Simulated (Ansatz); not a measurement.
**C3H7BSi: one species, many methods**

Aim: compute C3H7BSi with functionals from several rungs and with coupled cluster, and see how far each lands from CCSD(T) at the basis-set limit for the atomisation energy.

The runs use Ansatz 0.2.0, Gaussian basis; functionals in def2-TZVPP, the program's frozen cores in correlated methods.

The runs, in order: PBE-D4, r2SCAN-D4, PBE0-D4, B3LYP-D4, ωB97X-V, ωB97M-V, B2PLYP; CCSD(T)/def2-TZVPP; MP2/def2-QZVPP; extrapolation to the limit.

## (1) The relaxed structure

An earlier PBE0-D4 in a triple-zeta def2 set relaxation fixed the geometry.

SMILES `BC([SiH3])C#C`, 12 atoms, charge 0, spin multiplicity 1.

Atoms are counted from 1 here; the program's logs count them from 0.

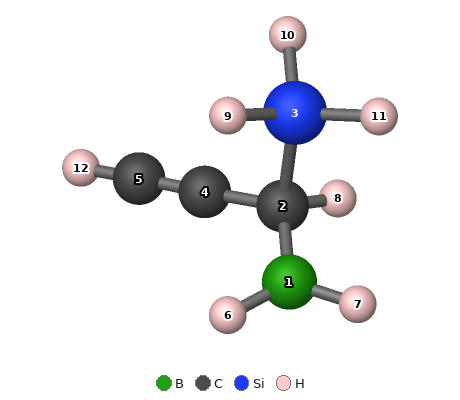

The geometry (boron green, carbon dark grey, silicon blue, hydrogen pink); atoms are numbered from 1 in the order of the file.

## (2) PBE-D4 (GGA)

in.yaml reads:

```yaml
crystal:
  periodic: [false, false, false]
  atoms:
    - {symbol: B, position_ang: [-1.362439, -0.643281, 0.773860]}
    - {symbol: C, position_ang: [-0.420511, -0.292397, -0.392449]}
    - {symbol: Si, position_ang: [1.309047, -0.690595, 0.357962]}
    - {symbol: C, position_ang: [-0.354247, 1.074264, -0.846291]}
    - {symbol: C, position_ang: [-0.266359, 2.219089, -1.202390]}
    - {symbol: H, position_ang: [-1.749886, 0.204132, 1.520097]}
    - {symbol: H, position_ang: [-1.633998, -1.791379, 0.972128]}
    - {symbol: H, position_ang: [-0.477759, -1.005343, -1.224129]}
    - {symbol: H, position_ang: [1.535567, 0.131873, 1.570322]}
    - {symbol: H, position_ang: [2.315436, -0.361507, -0.678294]}
    - {symbol: H, position_ang: [1.388963, -2.132784, 0.703670]}
    - {symbol: H, position_ang: [-0.206912, 3.232628, -1.520387]}
basis:
  gaussian: {orbitals: def2-TZVPP}
hamiltonian: {xc: pbe, dispersion: d4}
output: {forces: true, orbitals: {seedname: orbitals}}
```

Command:

```
> ansatz run in.yaml --threads 4 --pin off --events-out ev --progress --plain --max-ram 10444MiB
```

Further steps of the session: r2SCAN-D4 (meta-GGA); PBE0-D4 (hybrid); B3LYP-D4 (hybrid); ωB97X-V (range-separated); ωB97M-V (range-separated); B2PLYP (double hybrid); CCSD(T) in def2-TZVPP; MP2 in def2-QZVPP.

**Question.** What will the summary of the whole plan be? Wanted: atomisation energy, CCSD(T)/CBS; farthest; mean size of error, hybrid; mean size of error, range-separated; gap, smallest and largest; T1 diagnostic; triples share of the correlation energy.

**Answer**, as computed:

| quantity | value |
| --- | --- |
| atomisation energy, CCSD(T)/CBS | 4540.9 kJ/mol |
| functionals within 22.7 kJ/mol (0.5 %) | ωB97X-V, B2PLYP |
| farthest | PBE-D4 (+88.0 kJ/mol) |
| mean size of error, hybrid | 27.5 kJ/mol |
| mean size of error, range-separated | 22.9 kJ/mol |
| gap, smallest and largest | 3.70 eV (PBE-D4), 10.24 eV (ωB97X-V) |
| T1 diagnostic | 0.0126 |
| triples share of the correlation energy | 4.3 % |

PBE-D4 misses by +88.0 kJ/mol. Double hybrids carry the basis error of their MP2 part in triple zeta, and no dispersion term here, so their miss is partly the set-up's. Misses under about 22.7 kJ/mol are within the doubt on the reference itself, which lacks core-valence correlation, relativity and higher excitations. Hartree-Fock recovers 76 % of the binding; the rest is correlation. Orbital gaps span 3.7 to 10.2 eV; exact exchange widens them.
